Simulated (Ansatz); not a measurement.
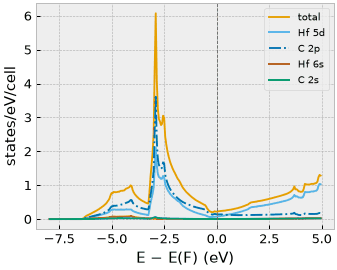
Figure: Total and projected density of states of HfC (rock salt, Fm-3m), r²SCAN (plane waves, PAW; program Ansatz)

Which orbitals carry the states next to the Fermi level?

Within 0.5 eV of the Fermi level: C 2p 62 %, Hf 5d 34 %. Projections are on Löwdin-orthogonalised atomic valence shells; empty p or d shells of many metals are not among them.

Where is the tallest occupied peak in this window, and what makes it?

Near -2.9 eV, about 6.1 states/eV per cell; the largest projected share is C 2p.

Symmetry was held in the r²SCAN relaxation. No spin polarisation was allowed. Scalar-relativistic: spin–orbit coupling is off unless named, which matters more the heavier the elements.

Potentials: the later of the program's two PAW sets.
